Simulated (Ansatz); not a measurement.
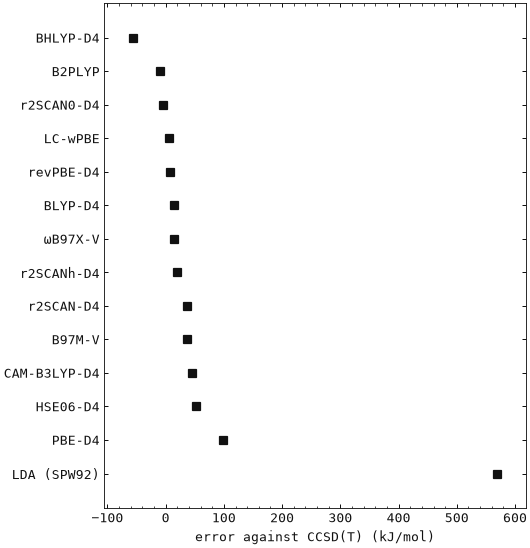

Error in the electronic atomisation energy (method less reference, so positive means overbinding) of C₃H₇B, SMILES B/C=C/C: functionals in def2-TZVPP against frozen-core CCSD(T) at the limit (MP2 extrapolated from triple and quadruple zeta, plus CCSD(T) less MP2 in a smaller set), which gives 4331.2 kJ/mol, at a PBE0-D4/def2-TZVP geometry (a minimum by its frequencies), no zero-point or spin-orbit term, the Ansatz code. The reference leaves out core correlation, a term that grows with the number of heavy atoms. B2PLYP holds a correlation term that converges slowly with the basis, so part of the distance to the limit is basis error. No dispersion term is added to B2PLYP and LC-wPBE.

**What range do the values span?**

From −55.7 kJ/mol (BHLYP-D4) to 568.8 kJ/mol (LDA (SPW92)).

**Give the values.**

| level | kJ/mol |
| --- | --- |
| BHLYP-D4 | −55.7 |
| B2PLYP | −9.6 |
| r2SCAN0-D4 | −4.9 |
| LC-wPBE | 5.8 |
| revPBE-D4 | 7.9 |
| BLYP-D4 | 13.6 |
| ωB97X-V | 14.1 |
| r2SCANh-D4 | 19.0 |
| r2SCAN-D4 | 35.8 |
| B97M-V | 36.3 |
| CAM-B3LYP-D4 | 44.6 |
| HSE06-D4 | 51.6 |
| PBE-D4 | 98.6 |
| LDA (SPW92) | 568.8 |
